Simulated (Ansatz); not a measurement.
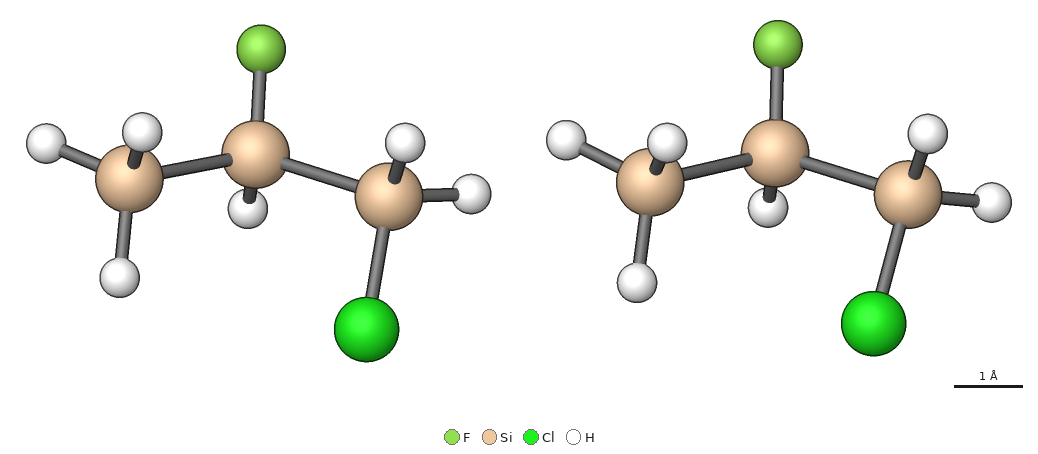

Two geometries of Si3H6ClF, drawn at one scale. One is the start of a relaxation, the other its converged end. A ball-and-stick model, seen from a free direction.

The calculation used RKS PBE0-D4/def2-TZVP in Ansatz. (force threshold 0.005 eV/Å; at most 150 steps)

> Which of the two is the end point?

The left one is the relaxed one. The start comes from PBE-D4/def2-SVP. The Cl atom moves most after the best rigid fit: 0.25 Å. Largest moves by element: Cl 0.25 Å, H 0.19 Å, F 0.08 Å, Si 0.06 Å. Some distances before and after: F–Si 1.653 → 1.613 Å, Cl–Si 2.100 → 2.067 Å, H–Si 1.504 → 1.484 Å, Si–Si 2.357 → 2.345 Å. Bond angles that change, for instance: Si–Si–Cl 101.5° → 104.2°. After 12 accepted moves (13 points after the start) the energy has fallen by 5.63 kJ/mol. The largest force component goes from 0.84 to 0.0037 eV/Å. The line search rejected the trial step at point 4 of the run. The run took 67 s on 4 threads of Arm Neoverse V1, with other jobs on the host.
